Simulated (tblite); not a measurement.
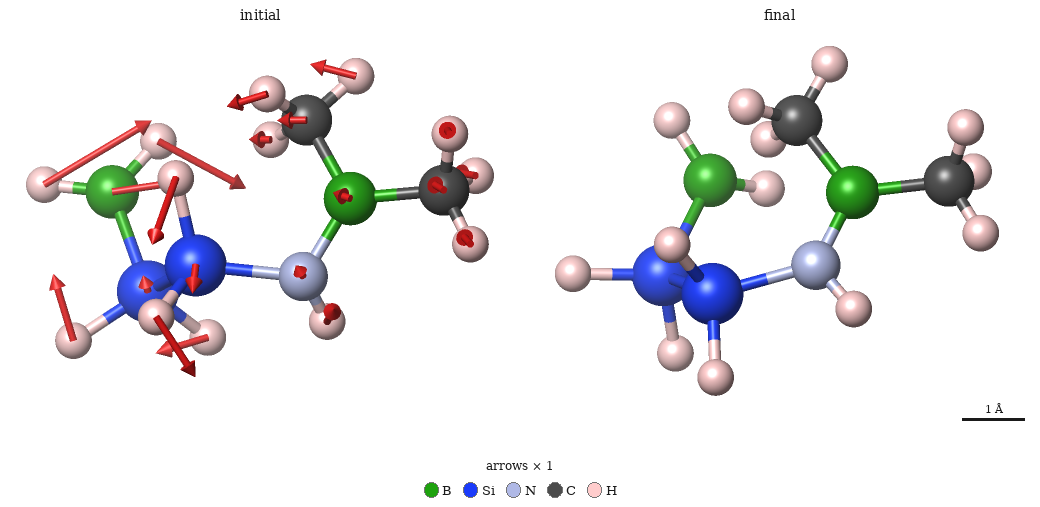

The structure of C₂H₁₃B₂NSi₂ before (left) and after (right) a relaxation, at one scale. The red arrows give the displacements, at their true length.

A ball-and-stick model, seen at a tilt.

The calculation used tblite, GFN2-xTB geometry optimisation, gas phase. 

Question: What changed between the two?

Answer: An H atom moves most after the best rigid fit: 2.08 Å. Largest moves by element: H 2.08 Å, B 1.30 Å, C 0.59 Å, Si 0.54 Å, N 0.28 Å. Some distances before and after: B–H 3.138 → 1.692 Å, B–N 1.495 → 1.394 Å, Si–Si 2.231 → 2.328 Å, C–H 1.120 → 1.088 Å. Bond angles that change, for instance: Si–N–B 115.4° → 129.8°, Si–Si–H 105.5° → 115.4°, B–Si–H 105.5° → 115.1°. Groups turn about Si–Si by about 70°, B–Si by about 25°, B–C by about 25°. Over 231 geometry steps the energy falls by 1.354 eV.
